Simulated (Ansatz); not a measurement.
**A computed series for hypothetical Pm-3m VN: pressure series**

The parent structure is VN (space group Pm-3m, No. 221; a = 3.901 Å; a hypothetical phase, not in the database extracts checked).

Cell and atoms are relaxed at each pressure.

Level of theory: PBEsol (Ansatz, a quantum-chemistry and plane-wave program), spin-orbit coupling left out.

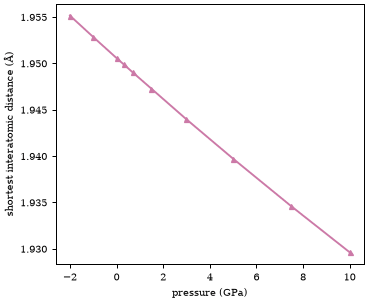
Figure. Shortest interatomic distance against pressure

Q: From the plot, what is the shortest interatomic distance for pressure 3 GPa?

A: About 1.944 Å.

Q: Is the trend monotonic over the range shown?

A: Yes, it falls throughout, spanning 1.930 Å to 1.955 Å.

Load acts through the strain it causes; cell and atoms are relaxed under it. Stability against distortions was not tested. Competing high-pressure phases were not computed. Starting moments died away, wholly or in part, for the base; another magnetic solution may exist. All final runs are without spin polarisation.
